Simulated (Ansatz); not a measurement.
Input file:

```
crystal:
  periodic: [false, false, false]
  atoms:
    - {symbol: Be, position_ang: [0.292877, 1.178507, -0.521667]}
    - {symbol: Be, position_ang: [-0.295748, -1.178502, 0.520045]}
    - {symbol: Cl, position_ang: [-0.727370, 0.702373, 1.178238]}
    - {symbol: Cl, position_ang: [-0.697689, -2.819593, 1.250342]}
    - {symbol: Cl, position_ang: [0.716991, -0.702646, -1.184432]}
    - {symbol: Cl, position_ang: [0.710939, 2.819861, -1.242536]}
basis:
  gaussian: {orbitals: def2-TZVP, initial_orbitals: start.molden}
hamiltonian: {xc: pbe0, dispersion: d4}
scf: {omitted_lower_state_checks: [starts]}
output: {orbitals: {seedname: orbitals}}
```

Command:

```sh
ansatz run in.yaml --threads 4 --pin off --events-out ev --progress --plain --max-ram 3916MiB
```

Geometry: r2SCAN-D4/def2-SVP.

All numbers below come from RKS PBE0-D4/def2-TZVP (Ansatz 0.2.0).

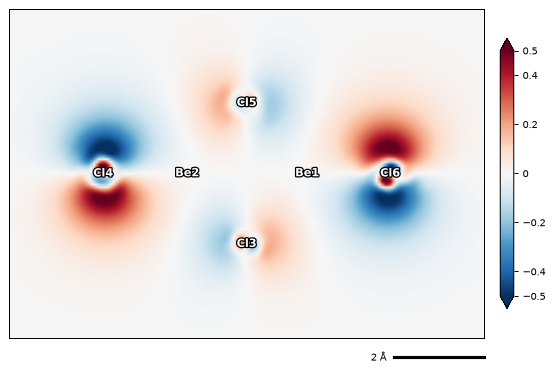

Be2Cl4. The HOMO on the molecular plane (values in Å⁻³ᐟ²; the overall sign is arbitrary).

> What is the character of this orbital?

By Hirshfeld shares it lies mainly on Cl4 (about 45 %) and Cl6 (about 45 %); it is symmetric in the molecular plane (an in-plane orbital: σ, lone-pair or in-plane π type); it is gerade (even under inversion); largely a combination of lone pairs on Cl4 and Cl6. Its energy is −9.10 eV.
